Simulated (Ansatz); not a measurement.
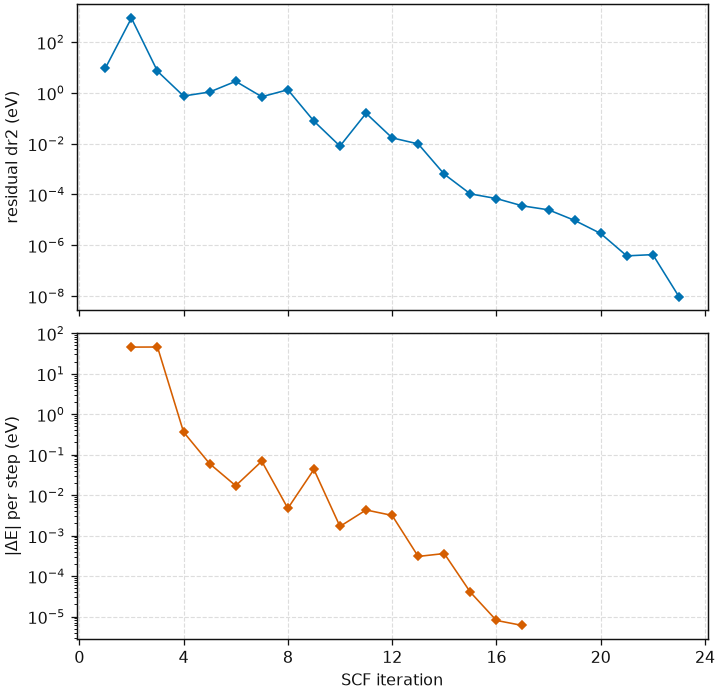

The plot shows the SCF iterations of a calculation: density residual dr2, step-to-step change of the Harris–Foulkes energy. Energy differences below 3 × 10⁻⁶ eV aren't drawn. The starting density is a sum of atomic densities corrected by a trained network.

HfS4 (10 atoms in the cell), run with Ansatz.

```
crystal:
  lattice:
    - [10.92937452, 0.0, 0.0]
    - [0.0, 10.92937452, 0.0]
    - [0.0, 0.0, 11.42433347]
  atoms:
    - { symbol: Hf, position: [0.0, 0.0, 0.2245] }
    - { symbol: Hf, position: [0.0, 0.0, 0.7245] }
    - { symbol: S, position: [0.144, 0.328, 0.0] }
    - { symbol: S, position: [0.672, 0.144, 0.0] }
    - { symbol: S, position: [0.856, 0.672, 0.0] }
    - { symbol: S, position: [0.328, 0.856, 0.0] }
    - { symbol: S, position: [0.856, 0.328, 0.5] }
    - { symbol: S, position: [0.328, 0.144, 0.5] }
    - { symbol: S, position: [0.144, 0.672, 0.5] }
    - { symbol: S, position: [0.672, 0.856, 0.5] }
  symmetry: { tolerance: 0.0003 }
kpoints:
  mp_grid: { grid: [3, 3, 3], shift: [0, 0, 0] }
magnetization:
  spin_polarized: false
scf:
  occupations: { method: fermi_dirac, width: 0.0104 }
  max_iter: 60
hamiltonian:
  pseudopotentials: { kind: paw }
  xc: pbe
basis:
  ecutwfc: 420
output:
  forces: true
  stress: true
  eigenvalues: true
```

Command:
```bash
ansatz run input.yaml --threads 1 --pin off --max-ram 2560MiB --backend cpu --events-out ev --progress --plain --runs-dir out
```

Did the calculation converge?

Answer. It converged, after 23 iterations. The residual falls unevenly and jumps up by a factor of two or more 3 times on the way down, most sharply at step 2 (by a factor of about 90). From the first spectrum the program read the system as an insulator and chose the LDOS preconditioner.

Is anything amiss with this input?

Answer. The input holds a fault (a lattice typed in bohr). The SCF closed all the same, which doesn't make the results meaningful for the real system.
